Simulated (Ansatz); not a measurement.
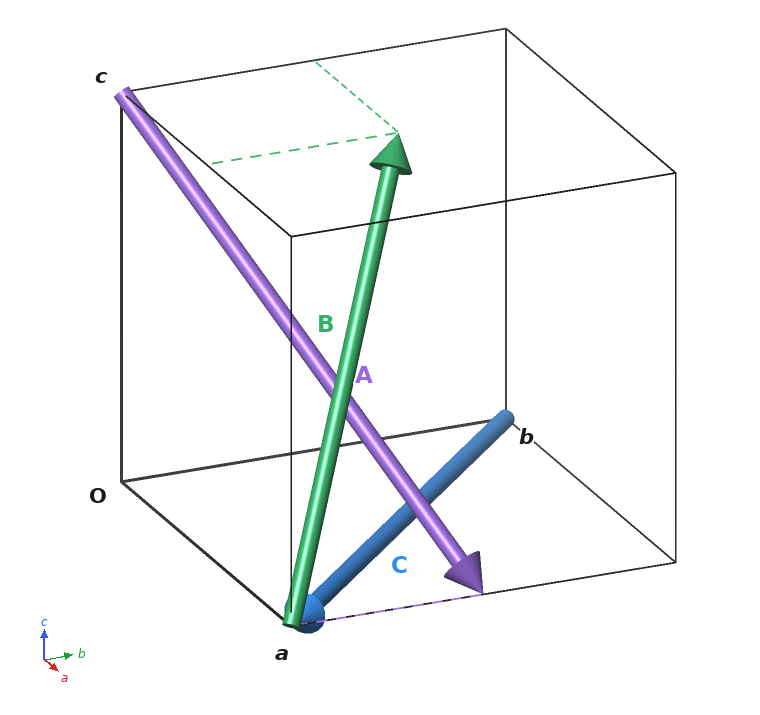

Crystal: Si, a calculation's input that goes back to an entry of the Crystallography Open Database (an earlier step may have relaxed or displaced it). Each arrow starts at a corner of the unit cell and ends on its surface; where a tip isn't a corner, dashed lines run from it parallel to the axes. Symmetry computed with spglib at a tolerance of 0.002 Å; standard conventional cell.

a = 5.431 Å, b = 5.431 Å, c = 5.431 Å, α = 90.00°, β = 90.00°, γ = 90.00°.

Index the directions.

Answer. Arrow A runs from (0, 0, 1) to (1, 1/2, 0), so [2 1 −2]; Arrow B runs from (1, 0, 0) to (1/2, 1/2, 1), so [−1 1 2]; Arrow C runs from (0, 1, 0) to (1, 0, 0), so [1 −1 0].

How long is the vector ua + vb + wc in each case, and what angles do the directions make?

Answer. A 16.293 Å; B 13.303 Å; C 7.681 Å. A–B: 132.9°. A–C: 76.4°. B–C: 125.3°.
